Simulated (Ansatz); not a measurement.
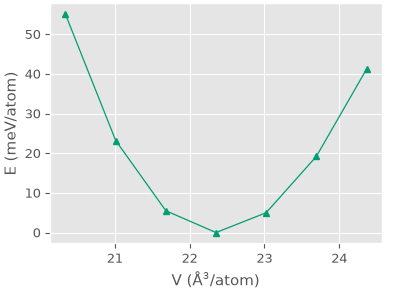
Fig. 1. C in space group Fd-3m (No. 227; C on 8b, C on 32e) under volume change, DFT-PBE in the program Ansatz with PAW potentials, shape and atoms relaxed at each volume.

### Question
What does a third-order Birch–Murnaghan fit give for V₀, B₀ and B′?

### Answer
V₀ = 22.35 Å³/atom, B₀ = 83.6 GPa, B′ = 3.8.

The start of the workflow was typed in or built on a structure type. Its sites differ from those of the usual phase in this space group: another stacking or structure type. Symmetry was held in the PBE relaxation; whether a distortion lowers the energy is not shown.

Potentials: the earlier of the program's two PAW sets.
